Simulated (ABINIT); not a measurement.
## BAs (F-43m): G0W0 in ABINIT against the bands in the screening

How does the gap of BAs (F-43m) converge in the bands in the screening?

Main program and level: ABINIT 10.8.3; PBE and many-body steps on it, plane waves.

**1. The starting structure**

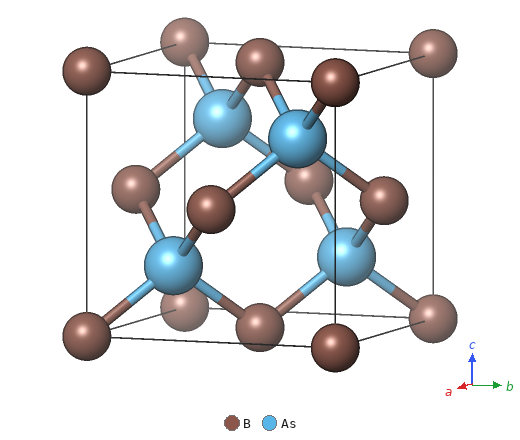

The cell as given, slightly off an axis (boron brown, arsenic blue). This picture shows the conventional cell, with its axes. Bonds to atoms that aren't drawn are left out. Some periodic images of atoms are drawn too.

The cell and positions come from the Crystallography Open Database and are kept as given unless a step says otherwise.

**2. Screening, 6×6×6 mesh, 17 bands, screening to 195.9 eV**

This step: ABINIT 10.8.3; RPA screening on PBE, plane waves, norm-conserving pseudopotentials.

The RPA dielectric matrix is built and inverted for each q.

The input, run.abi:

```
acell 3*1.0 Angstrom
rprim 
  -0.000000000000 2.388500000000 2.388500000000
  2.388500000000 -0.000000000000 2.388500000000
  2.388500000000 2.388500000000 -0.000000000000
ntypat 2
znucl 5 33
natom 2
typat 1 2
xred 
  0.000000000000 0.000000000000 0.000000000000
  0.250000000000 0.250000000000 0.250000000000
pp_dirpath "pseudos"
pseudos "B.upf, As.upf"
ecut 38
ngkpt 6 6 6
nshiftk 1
shiftk 0 0 0
kptopt 1
chksymbreak 0
istwfk *1
occopt 1
irdwfk 1
optdriver 3
nband 17
ecuteps 7.2
inclvkb 2
awtr 1
symchi 1
indata_prefix "in"
outdata_prefix "out"
tmpdata_prefix "tmp"
```

Started as:

```bash
$ OMP_NUM_THREADS=1 mpirun -n 4 abinit run.abi > log
```

The program printed:

```text
.Version 10.8.3 of ABINIT. v10.8.2 released Aug 2026.

 Symmetries : space group F-4 3 m (#216); Bravais cF (face-center cubic)
[... echo of the input left out ...]
== DATASET  1 ==================================================================
-   mpi_nproc: 4, omp_nthreads: 1 (-1 if OMP is not activated)

--- !DatasetInfo
iteration_state: {dtset: 1, }
dimensions: {natom: 2, nkpt: 16, mband: 17, nsppol: 1, nspinor: 1, nspden: 1, mpw: 2085, }
cutoff_energies: {ecut:  38.0, pawecutdg:  -1.0, }
electrons: {nelect:   1.80000000E+01, charge:   0.00000000E+00, occopt:   1.00000000E+00, tsmear:   1.00000000E-02, }

 SCREENING: Calculation of the susceptibility and dielectric matrices

 Based on a program developped by R.W. Godby, V. Olevano, G. Onida, and L. Reining.
 Incorporated in ABINIT by V. Olevano, G.-M. Rignanese, and M. Torrent.
.Using double precision arithmetic ; gwpc =  8

[... cell and pseudopotentials left out ...]
--------------------------------------------------------------------------------

 ==== K-mesh for the wavefunctions ====
 Number of points in the irreducible wedge :    16
[... list of points left out ...]
 Together with 24 symmetry operations and time-reversal symmetry
 yields   216 points in the full Brillouin Zone.

 ==== Q-mesh for the screening function ====
 Number of points in the irreducible wedge :    16
[... list of points left out ...]
 Together with 24 symmetry operations and time-reversal symmetry
 yields   216 points in the full Brillouin Zone.

 setmesh: FFT mesh size selected  =    25x   25x   25
          total number of points  =        15625

 vcoul_init : cutoff-mode = AUXILIARY_FUNCTION
 q-points for optical limit:   1
     1)      0.000010    0.000020    0.000030

- screening: taking advantage of time-reversal symmetry
- Maximum band index for partially occupied states nbvw = 9
- Remaining bands to be divided among processors   nbcw = 8
- Number of bands treated by each node ~2

 Number of electrons calculated from density =   18.0000; Expected =   18.0000
 average of density, n =  0.097875
 r_s =    1.3461
 omega_plasma =   30.1780 [eV]

 calculating chi0 at frequencies [eV] :
  1    0.000000E+00    0.000000E+00
  2    0.000000E+00    3.017802E+01

--------------------------------------------------------------------------------
  q-point number  1        q = ( 0.000000, 0.000000, 0.000000) [r.l.u.]
--------------------------------------------------------------------------------
[... chi0 elements left out ...]
 For q-point:  0.000010 0.000020 0.000030
  dielectric constant =  10.3403
  dielectric constant without local fields =  11.4026

  Average fulfillment of the sum rule on Im[epsilon] for q-point    1 :     12.74  [%]
[... wings left out ...]
  q-point number  2        q = ( 0.166667, 0.000000, 0.000000) [r.l.u.]
--------------------------------------------------------------------------------
[... chi0 elements left out ...]
  Average fulfillment of the sum rule on Im[epsilon] for q-point    2 :     41.84  [%]

 [... 14 further q-points ...]
```

It took 9.2 s on 4 MPI ranks of Arm Neoverse V1, shared host; peak memory 0.51 GiB; 37 s of CPU time.

Numbers from this step:

- ε∞ with local fields, on this mesh, along the program's q direction: 10.34
- the same without local fields: 11.40
- plasma frequency: 30.18 eV
- plane waves in the screening matrix: 169

Local fields lower ε∞ by 9 %.

**3. 17 bands**

This step: G0W0 on PBE, plane waves, norm-conserving pseudopotentials.

run.abi, as its differences from that of step 2:

```diff
@@ -23,8 +23,17 @@
 irdwfk 1
-optdriver 3
-nband 17
+optdriver 4
+nband 70
+gwcalctyp 0
+ecutsigx 38
+symsigma 1
+nkptgw 2
+kptgw 
+  0.0000000000 0.0000000000 0.0000000000
+  0.3333333333 0.3333333333 0.0000000000
+bdgw 
+  7 12
+  8 11
 ecuteps 7.2
-inclvkb 2
-awtr 1
-symchi 1
+irdscr 1
+ppmodel 1
 indata_prefix "in"
```

The program printed:

```text
.Version 10.8.3 of ABINIT. v10.8.2 released Aug 2026.

 Symmetries : space group F-4 3 m (#216); Bravais cF (face-center cubic)
[... echo of the input left out ...]
== DATASET  1 ==================================================================
-   mpi_nproc: 4, omp_nthreads: 1 (-1 if OMP is not activated)

--- !DatasetInfo
iteration_state: {dtset: 1, }
dimensions: {natom: 2, nkpt: 16, mband: 70, nsppol: 1, nspinor: 1, nspden: 1, mpw: 2085, }
cutoff_energies: {ecut:  38.0, pawecutdg:  -1.0, }
electrons: {nelect:   1.80000000E+01, charge:   0.00000000E+00, occopt:   1.00000000E+00, tsmear:   1.00000000E-02, }

 SIGMA: Calculation of the GW corrections

 Based on a program developped by R.W. Godby, V. Olevano, G. Onida, and L. Reining.
 Incorporated in ABINIT by V. Olevano, G.-M. Rignanese, and M. Torrent.
.Using double precision arithmetic ; gwpc =  8

[... cell and pseudopotentials left out ...]
--------------------------------------------------------------------------------

 ==== K-mesh for the wavefunctions ====
 Number of points in the irreducible wedge :    16
[... list of points left out ...]
 Together with 24 symmetry operations and time-reversal symmetry
 yields   216 points in the full Brillouin Zone.

 ==== Q-mesh for screening function ====
 Number of points in the irreducible wedge :    16
[... list of points left out ...]
 Together with 24 symmetry operations and time-reversal symmetry
 yields   216 points in the full Brillouin Zone.

 vcoul_init : cutoff-mode = AUXILIARY_FUNCTION
 q-points for optical limit:   1
     1)      0.000010    0.000020    0.000030
 setmesh: FFT mesh size selected  =    36x   36x   36
          total number of points  =        46656

 Number of electrons calculated from density =   18.0000; Expected =   18.0000
 average of density, n =  0.097875
 r_s =    1.3461
 omega_plasma =   30.1780 [eV]

 === KS Band Gaps ===
  >>>> For spin  1
   Minimum direct gap =   3.2922 [eV], located at k-point      :   0.0000  0.0000  0.0000
   Fundamental gap    =   1.2941 [eV], Top of valence bands at :   0.0000  0.0000  0.0000
                                       Bottom of conduction at :   0.3333  0.3333  0.0000
 SIGMA fundamental parameters:
 PLASMON POLE MODEL  1
 number of plane-waves for SigmaX                 2085
 number of plane-waves for SigmaC and W            169
 number of plane-waves for wavefunctions          2085
 number of bands                                    70
 number of independent spin polarizations            1
 number of spinorial components                      1
 number of k-points in IBZ                          16
 number of q-points in IBZ                          16
 number of symmetry operations                      24
 number of k-points in BZ                          216
 number of q-points in BZ                          216
 number of frequencies for dSigma/dE                 9
 frequency step for dSigma/dE [eV]                0.25
 number of omega for Sigma on real axis              0
 max omega for Sigma on real axis  [eV]           0.00
 zcut for avoiding poles [eV]                     0.10

 EPSILON^-1 parameters (SCR file):
 dimension of the eps^-1 matrix on file            169
 dimension of the eps^-1 matrix used               169
 number of plane-waves for wavefunctions          2085
 number of bands                                    17
 number of q-points in IBZ                          16
 number of frequencies                               2
 number of real frequencies                          1
 number of imag frequencies                          1

 matrix elements of self-energy operator (all in [eV])

 Perturbative Calculation

--- !SelfEnergy_ee
iteration_state: {dtset: 1, }
kpoint     : [   0.000,    0.000,    0.000, ]
spin       : 1
KS_gap     :    3.292
QP_gap     :    4.139
Delta_QP_KS:    0.847
data: !SigmaeeData |
     Band     E0 <VxcDFT>   SigX SigC(E0)      Z dSigC/dE  Sig(E)    E-E0       E
        7   6.564 -13.701 -15.543   1.421   0.804  -0.244 -14.039  -0.338   6.227
        8   6.564 -13.701 -15.543   1.421   0.804  -0.244 -14.039  -0.338   6.227
        9   6.564 -13.701 -15.543   1.421   0.804  -0.244 -14.039  -0.338   6.227
       10   9.857 -12.550  -8.416  -3.502   0.806  -0.241 -12.041   0.509  10.366
       11   9.857 -12.550  -8.416  -3.502   0.806  -0.241 -12.041   0.509  10.366
       12   9.857 -12.550  -8.416  -3.502   0.806  -0.241 -12.041   0.509  10.366

--- !SelfEnergy_ee
iteration_state: {dtset: 1, }
kpoint     : [   0.333,    0.333,    0.000, ]
spin       : 1
KS_gap     :    4.745
QP_gap     :    5.918
Delta_QP_KS:    1.173
data: !SigmaeeData |
     Band     E0 <VxcDFT>   SigX SigC(E0)      Z dSigC/dE  Sig(E)    E-E0       E
        8   3.114 -12.780 -16.164   2.625   0.789  -0.268 -13.379  -0.599   2.515
        9   3.114 -12.780 -16.164   2.625   0.789  -0.268 -13.379  -0.599   2.515
       10   7.859 -11.353  -7.290  -3.358   0.814  -0.228 -10.779   0.574   8.433
       11   9.721 -10.888  -6.139  -3.968   0.813  -0.230 -10.253   0.635  10.356

== END DATASET(S) ==============================================================
================================================================================

 -outvars: echo values of variables after computation  --------
           etotal      0.0000000000E+00
            nband          70
             nkpt          16
          spgroup         216
 [... the other variables as echoed above ...]

 Calculation completed.
```

Elapsed: 10 s, on 4 MPI ranks; peak memory 0.73 GiB; 42 s of CPU time.

This step gave:

* G0W0 gap on the points computed: 2.206 eV
* starting gap on the mesh: 1.294 eV
* k of the valence top: 0, 0, 0
* k of the conduction bottom: 0.3333, 0.3333, 0
* Z at the valence top: 0.804
* Z at the conduction bottom: 0.814
* least direct G0W0 gap on the computed points: 4.139 eV

**4. Screening, 6×6×6 mesh, 23 bands, screening to 195.9 eV**

This step: RPA screening on PBE, plane waves, norm-conserving pseudopotentials.

run.abi, as its differences from that of step 3:

```diff
@@ -23,17 +23,8 @@
 irdwfk 1
-optdriver 4
-nband 70
-gwcalctyp 0
-ecutsigx 38
-symsigma 1
-nkptgw 2
-kptgw 
-  0.0000000000 0.0000000000 0.0000000000
-  0.3333333333 0.3333333333 0.0000000000
-bdgw 
-  7 12
-  8 11
+optdriver 3
+nband 23
 ecuteps 7.2
-irdscr 1
-ppmodel 1
+inclvkb 2
+awtr 1
+symchi 1
 indata_prefix "in"
```

The program printed:

```text
.Version 10.8.3 of ABINIT. v10.8.2 released Aug 2026.

 Symmetries : space group F-4 3 m (#216); Bravais cF (face-center cubic)
[... echo of the input left out ...]
== DATASET  1 ==================================================================
-   mpi_nproc: 4, omp_nthreads: 1 (-1 if OMP is not activated)

--- !DatasetInfo
iteration_state: {dtset: 1, }
dimensions: {natom: 2, nkpt: 16, mband: 23, nsppol: 1, nspinor: 1, nspden: 1, mpw: 2085, }
cutoff_energies: {ecut:  38.0, pawecutdg:  -1.0, }
electrons: {nelect:   1.80000000E+01, charge:   0.00000000E+00, occopt:   1.00000000E+00, tsmear:   1.00000000E-02, }

 SCREENING: Calculation of the susceptibility and dielectric matrices

 Based on a program developped by R.W. Godby, V. Olevano, G. Onida, and L. Reining.
 Incorporated in ABINIT by V. Olevano, G.-M. Rignanese, and M. Torrent.
.Using double precision arithmetic ; gwpc =  8

[... cell and pseudopotentials left out ...]
--------------------------------------------------------------------------------

 ==== K-mesh for the wavefunctions ====
 Number of points in the irreducible wedge :    16
[... list of points left out ...]
 Together with 24 symmetry operations and time-reversal symmetry
 yields   216 points in the full Brillouin Zone.

 ==== Q-mesh for the screening function ====
 Number of points in the irreducible wedge :    16
[... list of points left out ...]
 Together with 24 symmetry operations and time-reversal symmetry
 yields   216 points in the full Brillouin Zone.

 setmesh: FFT mesh size selected  =    25x   25x   25
          total number of points  =        15625

 vcoul_init : cutoff-mode = AUXILIARY_FUNCTION
 q-points for optical limit:   1
     1)      0.000010    0.000020    0.000030

- screening: taking advantage of time-reversal symmetry
- Maximum band index for partially occupied states nbvw = 9
- Remaining bands to be divided among processors   nbcw = 14
- Number of bands treated by each node ~3

 Number of electrons calculated from density =   18.0000; Expected =   18.0000
 average of density, n =  0.097875
 r_s =    1.3461
 omega_plasma =   30.1780 [eV]

 calculating chi0 at frequencies [eV] :
  1    0.000000E+00    0.000000E+00
  2    0.000000E+00    3.017802E+01

--------------------------------------------------------------------------------
  q-point number  1        q = ( 0.000000, 0.000000, 0.000000) [r.l.u.]
--------------------------------------------------------------------------------
[... chi0 elements left out ...]
 For q-point:  0.000010 0.000020 0.000030
  dielectric constant =  10.3724
  dielectric constant without local fields =  11.4284

  Average fulfillment of the sum rule on Im[epsilon] for q-point    1 :     22.29  [%]
[... wings left out ...]
  q-point number  2        q = ( 0.166667, 0.000000, 0.000000) [r.l.u.]
--------------------------------------------------------------------------------
[... chi0 elements left out ...]
  Average fulfillment of the sum rule on Im[epsilon] for q-point    2 :     46.49  [%]

 [... 14 further q-points ...]
```

The job ended after 16 s (4 MPI ranks; peak memory 0.53 GiB; 63 s of CPU time).

This step gave:

* ε∞ with local fields, on this mesh, along the program's q direction: 10.37
* the same without local fields: 11.43
* plasma frequency: 30.18 eV
* plane waves in the screening matrix: 169

**5. 23 bands**

The self-energy is evaluated for the states that the input lists, and the levels follow from it, in one-shot runs by the linearised quasiparticle equation.

This step: G0W0 on PBE, plane waves, norm-conserving pseudopotentials.

run.abi, as its differences from that of step 4:

```diff
@@ -23,8 +23,17 @@
 irdwfk 1
-optdriver 3
-nband 23
+optdriver 4
+nband 70
+gwcalctyp 0
+ecutsigx 38
+symsigma 1
+nkptgw 2
+kptgw 
+  0.0000000000 0.0000000000 0.0000000000
+  0.3333333333 0.3333333333 0.0000000000
+bdgw 
+  7 12
+  8 11
 ecuteps 7.2
-inclvkb 2
-awtr 1
-symchi 1
+irdscr 1
+ppmodel 1
 indata_prefix "in"
```

The program printed:

```text
.Version 10.8.3 of ABINIT. v10.8.2 released Aug 2026.

 Symmetries : space group F-4 3 m (#216); Bravais cF (face-center cubic)
[... echo of the input left out ...]
== DATASET  1 ==================================================================
-   mpi_nproc: 4, omp_nthreads: 1 (-1 if OMP is not activated)

--- !DatasetInfo
iteration_state: {dtset: 1, }
dimensions: {natom: 2, nkpt: 16, mband: 70, nsppol: 1, nspinor: 1, nspden: 1, mpw: 2085, }
cutoff_energies: {ecut:  38.0, pawecutdg:  -1.0, }
electrons: {nelect:   1.80000000E+01, charge:   0.00000000E+00, occopt:   1.00000000E+00, tsmear:   1.00000000E-02, }

 SIGMA: Calculation of the GW corrections

 Based on a program developped by R.W. Godby, V. Olevano, G. Onida, and L. Reining.
 Incorporated in ABINIT by V. Olevano, G.-M. Rignanese, and M. Torrent.
.Using double precision arithmetic ; gwpc =  8

[... cell and pseudopotentials left out ...]
--------------------------------------------------------------------------------

 ==== K-mesh for the wavefunctions ====
 Number of points in the irreducible wedge :    16
[... list of points left out ...]
 Together with 24 symmetry operations and time-reversal symmetry
 yields   216 points in the full Brillouin Zone.

 ==== Q-mesh for screening function ====
 Number of points in the irreducible wedge :    16
[... list of points left out ...]
 Together with 24 symmetry operations and time-reversal symmetry
 yields   216 points in the full Brillouin Zone.

 vcoul_init : cutoff-mode = AUXILIARY_FUNCTION
 q-points for optical limit:   1
     1)      0.000010    0.000020    0.000030
 setmesh: FFT mesh size selected  =    36x   36x   36
          total number of points  =        46656

 Number of electrons calculated from density =   18.0000; Expected =   18.0000
[...]
number of omega for Sigma on real axis              0
 max omega for Sigma on real axis  [eV]           0.00
 zcut for avoiding poles [eV]                     0.10

 EPSILON^-1 parameters (SCR file):
 dimension of the eps^-1 matrix on file            169
 dimension of the eps^-1 matrix used               169
 number of plane-waves for wavefunctions          2085
 number of bands                                    23
 number of q-points in IBZ                          16
 number of frequencies                               2
 number of real frequencies                          1
 number of imag frequencies                          1

 matrix elements of self-energy operator (all in [eV])

 Perturbative Calculation

--- !SelfEnergy_ee
iteration_state: {dtset: 1, }
kpoint     : [   0.000,    0.000,    0.000, ]
spin       : 1
KS_gap     :    3.292
QP_gap     :    4.097
Delta_QP_KS:    0.805
data: !SigmaeeData |
     Band     E0 <VxcDFT>   SigX SigC(E0)      Z dSigC/dE  Sig(E)    E-E0       E
        7   6.564 -13.701 -15.543   1.280   0.804  -0.243 -14.153  -0.452   6.113
        8   6.564 -13.701 -15.543   1.280   0.804  -0.243 -14.153  -0.452   6.113
        9   6.564 -13.701 -15.543   1.280   0.804  -0.243 -14.153  -0.452   6.113
[...]
--- !SelfEnergy_ee
iteration_state: {dtset: 1, }
kpoint     : [   0.333,    0.333,    0.000, ]
spin       : 1
KS_gap     :    4.745
QP_gap     :    5.868
Delta_QP_KS:    1.123
data: !SigmaeeData |
     Band     E0 <VxcDFT>   SigX SigC(E0)      Z dSigC/dE  Sig(E)    E-E0       E
[...]
10   7.859 -11.353  -7.290  -3.559   0.814  -0.228 -10.943   0.411   8.269
       11   9.721 -10.888  -6.139  -4.180   0.813  -0.230 -10.425   0.463  10.184

== END DATASET(S) ==============================================================
================================================================================

 -outvars: echo values of variables after computation  --------
           etotal      0.0000000000E+00
            nband          70
             nkpt          16
          spgroup         216
 [... the other variables as echoed above ...]

 Calculation completed.
```

Elapsed: 11 s, on 4 MPI ranks; peak memory 0.73 GiB; 42 s of CPU time.

Numbers from this step:

* G0W0 gap on the points computed: 2.156 eV
* starting gap on the mesh: 1.294 eV
* k of the valence top: 0, 0, 0
* k of the conduction bottom: 0.3333, 0.3333, 0
* Z at the valence top: 0.804
* Z at the conduction bottom: 0.814
* least direct G0W0 gap on the computed points: 4.097 eV

The gap on the mesh goes from 1.29 eV to 2.16 eV, a correction of +0.86 eV.

[end of part 1 of 2]

[Paths, hosts, dates, memory and timing lines, banners, echoed tables and standing remarks are left out of the program output.]

[Logs are printed without paths, hosts, clocks, repeated set-up lines and the standing remarks that a program may print on its own settings, such as how far it seeks lower states.]

[Runs of the session that timed out or met a known fault of the program may be left out.]

[Hosts, paths, dates, database ids (printed as entryN), source tags and the programs' standing remarks are cut or masked in the printed files.]

[G0W0 gaps are taken among the corrected bands and points alone; a level outside them can change the order at an edge.]

[Where Ansatz stands beside ABINIT at settings called matched, ABINIT's density can come from a denser mesh and the files from another edition; pairs whose starting gaps differed by over 0.03 eV were left out, so agreement reads better than it is.]
